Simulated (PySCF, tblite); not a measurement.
# C₂₅H₁₅NS₂: electronic excitations, NMR shifts

Wanted: electronic excitations, NMR shifts for C₂₅H₁₅NS₂ (`c1ccc2sc(-c3ccc(-c4cccc5c4sc4ccccc45)cc3)nc2c1`).

Programs: tblite 0.8.0 and PySCF 2.14.0, with routines of our own; each step states its level. All values are computed. Atoms count from 0.

## 1. The system as given

43 atoms, charge 0, multiplicity 1; geometry from: force field, distance geometry or constructed start.

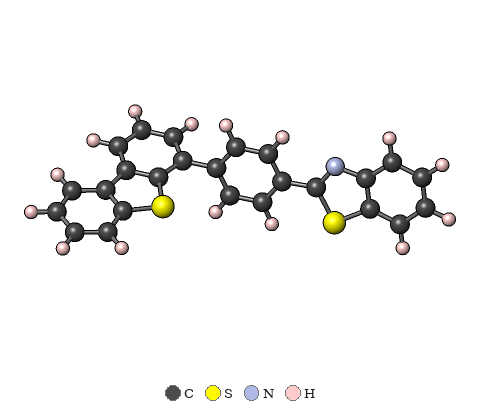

The starting geometry (carbon dark grey, sulfur yellow, nitrogen light blue, hydrogen pink).

## 2. Geometry optimisation with GFN2-xTB

The job: settings as JSON, then the geometry in Å.

```
{"job": {"kind": "relax", "xc": "GFN2-xTB", "basis": "xTB"}, "charge": 0, "multiplicity": 1}
C      8.086100     0.908000     1.190100
C      8.142200    -0.292300     1.877600
C      7.033300    -1.133400     1.974100
C      5.839400    -0.717700     1.338000
S      4.317900    -1.517900     1.277700
C      3.663200    -0.229800     0.329700
C      2.262900    -0.227800    -0.137400
C      1.761300     0.926100    -0.757300
C      0.440700     0.982400    -1.222000
C     -0.425800    -0.109700    -1.072300
C     -1.804700    -0.050900    -1.568400
C     -2.071500    -0.133000    -2.945300
C     -3.368100    -0.080100    -3.429300
C     -4.433900     0.054400    -2.555200
C     -4.226800     0.152000    -1.151400
C     -2.909300     0.094500    -0.675200
S     -2.873000     0.238000     1.038600
C     -4.575900     0.350600     1.171400
C     -5.319200     0.498500     2.364100
C     -6.707100     0.580700     2.289700
C     -7.353600     0.526900     1.061000
C     -6.608700     0.383400    -0.116400
C     -5.187300     0.298200    -0.069200
C      0.070700    -1.269200    -0.460600
C      1.396900    -1.322200     0.005700
N      4.512100     0.746100     0.082400
C      5.753400     0.482500     0.644200
C      6.892000     1.306700     0.571000
H      8.958900     1.550400     1.129500
H      9.077000    -0.591400     2.367700
H      7.082400    -2.070400     2.513300
H      2.395700     1.797100    -0.888000
H      0.084100     1.899400    -1.695700
H     -1.240500    -0.242900    -3.642300
H     -3.545900    -0.146400    -4.507100
H     -5.447100     0.095100    -2.952800
H     -4.817600     0.542600     3.320100
H     -7.290400     0.692900     3.196700
H     -8.434300     0.585200     1.008000
H     -7.131700     0.343100    -1.069100
H     -0.568500    -2.136800    -0.331800
H      1.729300    -2.256200     0.474500
H      6.841800     2.246100     0.024600
```

Started as:

```sh
> OMP_NUM_THREADS=2 python large_run.py task.json out
```

The driver reads the jobs from task.json and runs them one after another.

Log:

```text
step      E/eV     max force
  0   -1921.40487    1.883
  1   -1921.63375    0.776
  2   -1921.69151    0.330
  3   -1921.71794    0.259
  4   -1921.74178    0.270
  5   -1921.76191    0.236
  6   -1921.77640    0.200
  7   -1921.78714    0.205
  8   -1921.79718    0.251
  9   -1921.80651    0.237
 10   -1921.81307    0.166
 11   -1921.81729    0.106
 12   -1921.82109    0.095
 13   -1921.82540    0.140
 14   -1921.82978    0.144
 15   -1921.83363    0.104
 16   -1921.83666    0.100
 17   -1921.83898    0.083
 18   -1921.84085    0.088
 19   -1921.84244    0.075
 20   -1921.84384    0.069
 21   -1921.84510    0.061
 22   -1921.84608    0.062
 23   -1921.84670    0.044
 24   -1921.84709    0.037
 25   -1921.84739    0.033
 26   -1921.84773    0.040
 27   -1921.84813    0.041
 28   -1921.84853    0.038
 29   -1921.84886    0.031
 30   -1921.84913    0.029
 31   -1921.84941    0.035
 32   -1921.84978    0.042
 33   -1921.85024    0.050
 34   -1921.85075    0.052
 35   -1921.85128    0.037
 36   -1921.85184    0.040
 37   -1921.85246    0.043
 38   -1921.85320    0.060
 39   -1921.85411    0.077
 40   -1921.85521    0.072
 41   -1921.85635    0.066
 42   -1921.85735    0.073
 43   -1921.85824    0.069
 44   -1921.85923    0.062
 45   -1921.86042    0.070
 46   -1921.86165    0.056
 47   -1921.86265    0.056
 48   -1921.86340    0.045
 49   -1921.86404    0.057
 50   -1921.86466    0.058
 51   -1921.86527    0.044
 52   -1921.86586    0.053
 53   -1921.86649    0.051
 54   -1921.86716    0.044
 55   -1921.86780    0.044
 56   -1921.86839    0.051
 57   -1921.86901    0.053
 58   -1921.86985    0.058
 59   -1921.87084    0.074
 60   -1921.87196    0.070
 61   -1921.87308    0.056
 62   -1921.87428    0.071
 63   -1921.87552    0.070
 64   -1921.87679    0.068
 65   -1921.87792    0.061
 66   -1921.87897    0.063
 67   -1921.87980    0.049
 68   -1921.88039    0.036
 69   -1921.88071    0.030
 70   -1921.88103    0.033
 71   -1921.88134    0.031
 72   -1921.88170    0.035
 73   -1921.88210    0.037
 74   -1921.88257    0.040
 75   -1921.88310    0.042
 76   -1921.88362    0.038
 77   -1921.88413    0.041
 78   -1921.88465    0.044
 79   -1921.88514    0.047
 80   -1921.88558    0.038
 81   -1921.88595    0.035
 82   -1921.88628    0.028
 83   -1921.88653    0.034
 84   -1921.88678    0.025
 85   -1921.88702    0.028
 86   -1921.88731    0.028
 87   -1921.88770    0.042
 88   -1921.88819    0.045
 89   -1921.88870    0.042
 90   -1921.88922    0.042
 91   -1921.88977    0.042
 92   -1921.89030    0.038
 93   -1921.89076    0.029
 94   -1921.89109    0.027
 95   -1921.89136    0.025
 96   -1921.89164    0.027
 97   -1921.89191    0.031
 98   -1921.89214    0.026
 99   -1921.89235    0.022
100   -1921.89254    0.026
101   -1921.89272    0.023
102   -1921.89287    0.020
```

Wall time 5.4 s (2 threads of Arm Neoverse N1, shared host); peak memory 0.18 GiB.

The steps of the relaxation:

| step | energy from step 0 (eV) | largest force (eV/Å) |
| --- | --- | --- |
| 0 | 0.0000 | 1.8829 |
| 1 | -0.2289 | 0.7759 |
| 2 | -0.2866 | 0.3300 |
| 3 | -0.3131 | 0.2588 |
| 4 | -0.3369 | 0.2698 |
| 5 | -0.3570 | 0.2358 |
| 6 | -0.3715 | 0.1997 |
| 7 | -0.3823 | 0.2045 |
| 8 | -0.3923 | 0.2511 |
| 16 | -0.4318 | 0.1002 |
| 24 | -0.4422 | 0.0374 |
| 32 | -0.4449 | 0.0424 |
| 40 | -0.4503 | 0.0721 |
| 48 | -0.4585 | 0.0454 |
| 57 | -0.4641 | 0.0534 |
| 65 | -0.4730 | 0.0611 |
| 73 | -0.4772 | 0.0373 |
| 81 | -0.4811 | 0.0351 |
| 89 | -0.4838 | 0.0422 |
| 98 | -0.4873 | 0.0261 |
| 99 | -0.4875 | 0.0220 |
| 100 | -0.4877 | 0.0256 |
| 101 | -0.4878 | 0.0234 |
| 102 | -0.4880 | 0.0201 |

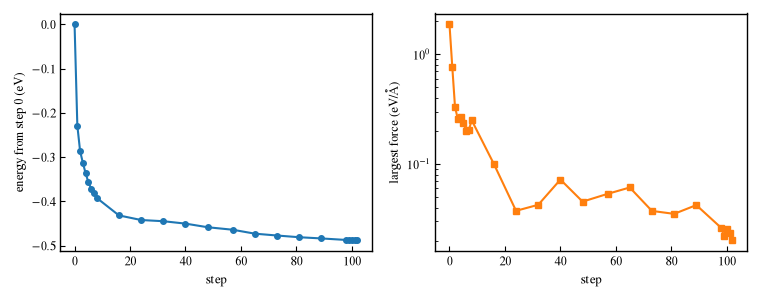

Energy and force, step by step.

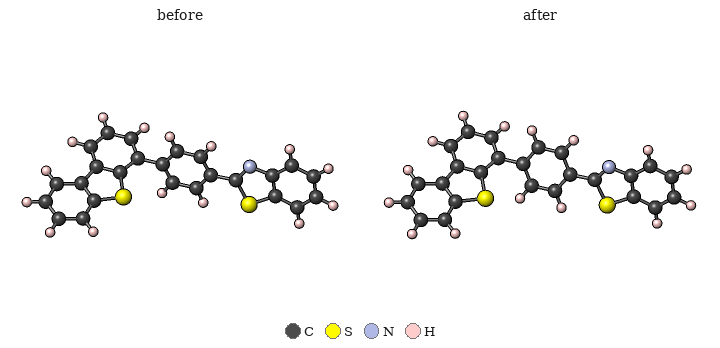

The geometry before (left) and after (right).

Distances of close pairs at the start and the end, largest changes first:

| bond | before (Å) | after (Å) | change (Å) |
| --- | --- | --- | --- |
| S4–C5 | 1.728 | 1.781 | +0.053 |
| S16–C17 | 1.712 | 1.749 | +0.037 |
| C5–N25 | 1.317 | 1.282 | -0.034 |
| C10–C15 | 1.428 | 1.394 | -0.034 |
| C21–C22 | 1.425 | 1.392 | -0.033 |
| C5–C6 | 1.476 | 1.444 | -0.032 |
| C2–C3 | 1.415 | 1.384 | -0.031 |
| C15–S16 | 1.720 | 1.751 | +0.031 |

The final coordinates are the input of the step that follows.

## 3. Vibrational analysis with GFN2-xTB

The job: settings as JSON, then the geometry in Å.

```
{"job": {"kind": "ir", "xc": "GFN2-xTB", "basis": "xTB"}, "charge": 0, "multiplicity": 1}
C      7.966302     0.876031     1.183554
C      8.026406    -0.344392     1.854691
C      6.918440    -1.162664     1.950187
C      5.744504    -0.740870     1.350877
S      4.203523    -1.534074     1.294285
C      3.595461    -0.163976     0.332971
C      2.230687    -0.147330    -0.138054
C      1.842658     0.807759    -1.081362
C      0.547961     0.832865    -1.551349
C     -0.397756    -0.075748    -1.077350
C     -1.781150    -0.016588    -1.571890
C     -2.055234     0.008607    -2.934195
C     -3.358733     0.090355    -3.407701
C     -4.424022     0.165857    -2.533644
C     -4.185979     0.149808    -1.162027
C     -2.864283     0.046175    -0.697241
S     -2.761241     0.077412     1.050686
C     -4.499995     0.222213     1.174405
C     -5.221727     0.306825     2.353595
C     -6.597082     0.405921     2.277390
C     -7.239180     0.430010     1.042850
C     -6.518796     0.353281    -0.131270
C     -5.132027     0.243781    -0.079825
C     -0.011401    -1.021997    -0.130714
C      1.288547    -1.064310     0.326925
N      4.459373     0.756057     0.105473
C      5.672436     0.489335     0.656046
C      6.800992     1.303084     0.585357
H      8.850854     1.493028     1.132400
H      8.954501    -0.656554     2.308351
H      6.961612    -2.106447     2.471346
H      2.577791     1.515409    -1.430604
H      0.250626     1.574335    -2.278989
H     -1.232394    -0.053304    -3.631312
H     -3.535585     0.099469    -4.473124
H     -5.434653     0.244177    -2.904317
H     -4.713625     0.293129     3.305038
H     -7.179472     0.468216     3.184532
H     -8.315127     0.508202     1.007501
H     -7.021335     0.379032    -1.086541
H     -0.731818    -1.738885     0.233843
H      1.581923    -1.806879     1.055017
H      6.738729     2.246456     0.067211
```

Log:

```text
mode    cm-1     km/mol
  1      15.8      0.06
  2      20.7      0.14
  3      32.1      0.30
  4      50.1      0.13
  5      63.0      0.02
  6      68.5      0.36
  7     102.0      0.31
  8     122.9      0.21
  9     137.9      0.37
 10     163.1      0.30
 11     182.9      0.43
 12     197.9      0.18
 13     211.5      0.12
 14     245.9      0.41
 15     260.2      0.26
 16     284.4      1.40
 17     328.7      0.34
 18     336.8      0.70
 19     364.2      0.66
 20     369.6      0.09
 21     397.3      0.57
 22     404.5      1.23
 23     405.1      0.92
 24     409.0      0.26
 25     435.1      0.36
 26     462.5      0.46
 27     480.3      0.51
 28     492.9      0.22
 29     495.9      0.47
 30     503.1      0.39
 31     520.7      1.59
 32     545.0      0.94
 33     555.0      0.91
 34     578.7      0.52
 35     593.5      8.73
 36     604.0      1.70
 37     610.2      2.79
 38     662.0      3.74
 39     671.3      1.24
 40     678.7      9.83
 41     684.8      0.24
 42     691.6      1.03
 43     695.9      4.60
 44     700.9      2.86
 45     711.8      1.14
 46     737.6      1.63
 47     772.3     35.21
 48     773.4     37.12
 49     798.3     15.29
 50     817.6      8.45
 51     827.5      5.93
 52     865.5      3.22
 53     868.9      0.53
 54     869.7      1.51
 55     871.6      0.03
 56     889.1      0.84
 57     903.6      0.66
 58     906.1      0.16
 59     917.9      0.22
 60     919.7      1.13
 61     921.8      0.02
 62     923.1      0.12
 63     927.9     36.14
 64     928.8     15.26
 65     981.4     18.52
 66    1023.4      4.47
 67    1049.2      8.63
 68    1053.8     16.24
 69    1070.2      6.13
 70    1076.8      0.00
 71    1093.7     10.86
 72    1123.7      7.98
 73    1135.6      4.84
 74    1144.9      7.73
 75    1146.6      1.99
 76    1161.5      0.57
 77    1180.5      0.47
 78    1182.0      2.08
 79    1188.6     12.95
 80    1195.8      1.46
 81    1234.1      0.67
 82    1235.4      4.68
 83    1238.4     55.44
 84    1265.5      1.80
 85    1279.6     13.43
 86    1300.9      0.46
 87    1320.8      2.75
 88    1326.6      1.22
 89    1336.4     18.02
 90    1338.8     12.80
 91    1340.9      3.80
 92    1370.3     19.22
 93    1403.4      0.64
 94    1403.6      2.24
 95    1415.7     16.27
 96    1442.9      4.31
 97    1454.9      0.52
 98    1468.6      4.70
 99    1492.0     11.48
100    1545.8     37.10
101    1558.3      5.94
102    1559.5      1.94
103    1563.7      4.24
104    1565.7     12.73
105    1577.1      2.65
106    1588.3     12.11
107    1593.0     23.62
108    1605.9     46.09
109    3078.0      6.99
110    3078.3     41.53
111    3080.0     12.90
112    3081.9      0.23
113    3085.5      9.96
114    3085.5     27.63
115    3088.0     10.58
116    3092.0     20.92
117    3092.9     25.16
118    3096.0     30.07
119    3097.6    100.52
120    3102.1     54.91
121    3103.3     32.81
122    3109.7      4.36
123    3110.5     33.22
```

Run time: 13 s. Hardware: 2 threads of Arm Neoverse N1, shared host; peak memory 0.18 GiB.

Which atoms move in the most intense modes:

| cm⁻¹ | km/mol | atoms |
| --- | --- | --- |
| 773 | 37.1 | H29 26 %, H28 21 %, H30 15 %, H42 13 % |
| 928 | 36.1 | C5 17 %, C8 14 %, H32 11 %, C23 10 % |
| 1238 | 55.4 | C6 23 %, H32 13 %, C5 13 %, N25 11 % |
| 1546 | 37.1 | C5 28 %, N25 15 %, C6 11 % |
| 1606 | 46.1 | C5 23 %, C27 20 %, C2 12 %, C26 10 % |
| 3078 | 41.5 | H34 31 %, H33 22 %, H41 19 %, H32 12 % |
| 3098 | 100.5 | H38 34 %, H36 18 %, H39 16 %, H35 15 % |
| 3102 | 54.9 | H29 44 %, H30 36 % |

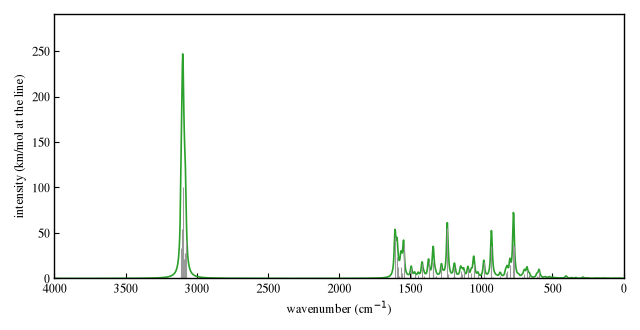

The infrared spectrum from these modes, unscaled. Lines are broadened to a width of 14 cm⁻¹ (Lorentzian).

## 4. Electronic excitations: TDA CAM-B3LYP/6-31G*

The job, as its differences from that of step 3:

```diff
@@ -1,2 +1,2 @@
-{"job": {"kind": "ir", "xc": "GFN2-xTB", "basis": "xTB"}, "charge": 0, "multiplicity": 1}
+{"job": {"kind": "uv", "basis": "6-31G*", "grid": 1, "kgrid": 0, "vcut": 1.5, "nstates": 6, "ntriplets": 2, "tda": true, "delta": ["ip_vertical"], "pop": true, "xc": "CAM-B3LYP"}, "charge": 0, "multiplicity": 1}
 C      7.966302     0.876031     1.183554
```

Level: TDA CAM-B3LYP/6-31G*, vertical, gas phase, core orbitals frozen in the response, virtual orbitals cut by energy.

Log:

```text
start: PBE on a coarse grid of 38645 points
cycle   1  E = -1811.3073341302  dE =  5.097e+00  |g| = 9.276e-01  |ddm| = 8.056e+00
cycle   2  E = -1810.7949186584  dE =  5.124e-01  |g| = 1.636e+00  |ddm| = 3.239e+00
cycle   3  E = -1811.4644292893  dE = -6.695e-01  |g| = 5.481e-01  |ddm| = 2.632e+00
cycle   4  E = -1811.5518378691  dE = -8.741e-02  |g| = 1.244e-01  |ddm| = 7.966e-01
cycle   5  E = -1811.5542843567  dE = -2.446e-03  |g| = 7.510e-02  |ddm| = 2.375e-01
cycle   6  E = -1811.5557725978  dE = -1.488e-03  |g| = 3.146e-02  |ddm| = 1.287e-01
cycle   7  E = -1811.5560543178  dE = -2.817e-04  |g| = 1.013e-02  |ddm| = 5.139e-02
cycle   8  E = -1811.5560804184  dE = -2.610e-05  |g| = 3.699e-03  |ddm| = 1.499e-02
final grid: 168787 points
cycle   9  E = -1812.2500351376  dE = -1.822e-02  |g| = 5.141e-02  |ddm| = 6.777e-01
cycle  10  E = -1812.2507157983  dE = -6.807e-04  |g| = 4.678e-02  |ddm| = 1.516e-01
cycle  11  E = -1812.2512139127  dE = -4.981e-04  |g| = 1.388e-02  |ddm| = 5.737e-02
cycle  12  E = -1812.2512667054  dE = -5.279e-05  |g| = 6.892e-03  |ddm| = 2.524e-02
cycle  13  E = -1812.2512837985  dE = -1.709e-05  |g| = 1.362e-03  |ddm| = 1.159e-02
cycle  14  E = -1812.2512844523  dE = -6.538e-07  |g| = 7.302e-04  |ddm| = 3.202e-03
cycle  15  E = -1812.2512843040  dE =  1.484e-07  |g| = 2.619e-04  |ddm| = 1.639e-03
cycle  16  E = -1812.2512853028  dE = -9.989e-07  |g| = 7.278e-05  |ddm| = 6.127e-04
converged SCF energy = -1812.2512853028
Vertical ionisation energy (delta-SCF) = 7.3682 eV   <S^2> = 0.775

Static polarisability (au): isotropic 318.334, principal 153.248 269.953 531.801

Singlet excitations
state   eV       nm        f      main configurations
  1   4.3174    287.2   1.28457   H->L 0.76
  2   4.6101    268.9   0.03447   H->L+1 0.42, H-1->L 0.26, H-1->L+1 0.09
  3   4.8260    256.9   0.06503   H-3->L 0.58
  4   4.9930    248.3   0.18787   H-2->L 0.36, H-1->L 0.15, H-1->L+1 0.09
  5   5.0431    245.8   0.02850   H-5->L 0.36, H-7->L 0.19, H->L+2 0.17
  6   5.0906    243.6   0.00233   H-7->L 0.65, H->L+2 0.08, H-5->L 0.08

Triplet excitations (Tamm-Dancoff, eV): 3.0595 3.5195
```

It took 6.5 min on 2 threads of Arm Neoverse N1, shared host; peak memory 1.6 GiB.

The orbitals next to the gap, with their largest atomic shares:

| orbital | eV | atoms |
| --- | --- | --- |
| HOMO−4 | -8.48 | C20 11 %, C15 10 %, C17 9 % |
| HOMO−3 | -7.76 | S4 30 %, C2 22 %, C27 19 % |
| HOMO−2 | -7.51 | C19 12 %, C22 11 %, C17 9 % |
| HOMO−1 | -7.36 | S16 15 %, C14 9 %, C21 9 % |
| HOMO | -6.99 | S16 21 %, C10 8 %, C13 8 % |
| LUMO | -0.53 | C5 15 %, C9 12 %, N25 10 % |
| LUMO+1 | 0.26 | C19 14 %, C11 13 %, C21 11 % |
| LUMO+2 | 1.00 | C23 21 %, C7 18 %, C24 18 % |
| LUMO+3 | 1.10 | C15 18 %, C12 16 %, C13 11 % |

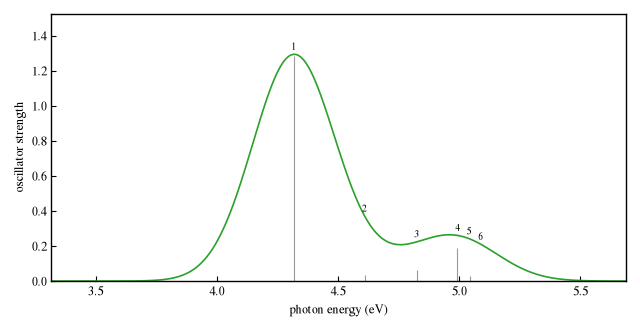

Absorption spectrum from the 6 singlet states computed; above the last one it falls off for lack of states. Lines are broadened to a width of 0.40 eV (Gaussian).

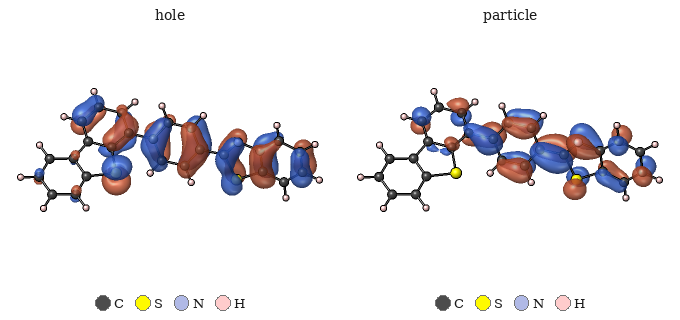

Leading natural transition orbitals of singlet state 1: the electron leaves the hole (left) for the particle orbital (right).

Further results of this job:

| property | computed |
| --- | --- |
| dipole moment (D) | 1.14 |
| polarisability (Å³) | 47.17 |
| HOMO–LUMO gap (eV) | 6.45 |
| −ε(HOMO) (eV) | 6.99 |

Orbitals, density, ELF and potential are computed afterwards from the orbital file.

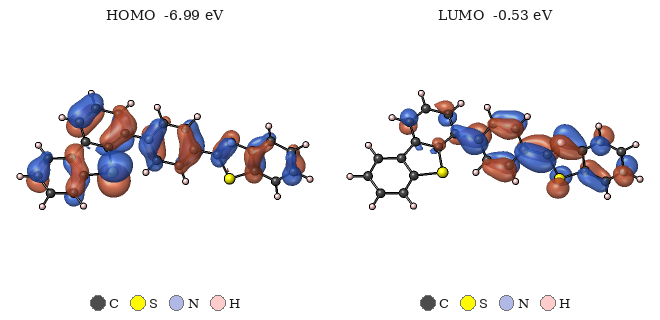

CAM-B3LYP/6-31G* orbitals near the gap, drawn at the value that encloses 70 % of each; the two colours are the two signs.

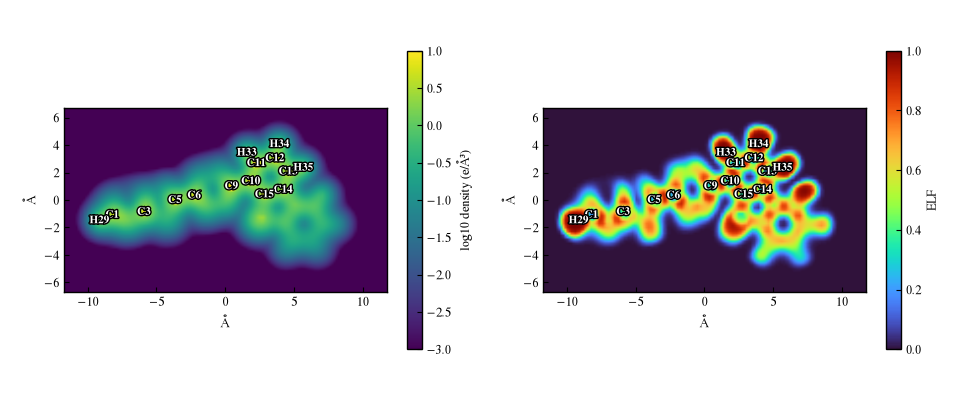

Density (left) and ELF (right) in a plane through or near 15 of the atoms.

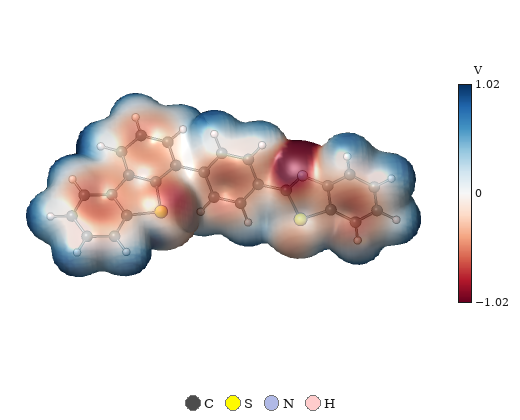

The potential that a unit positive charge feels on the 0.002 e/bohr³ surface, from -1.02 V near N25 to 0.95 V near H35.

[end of part 1 of 2]
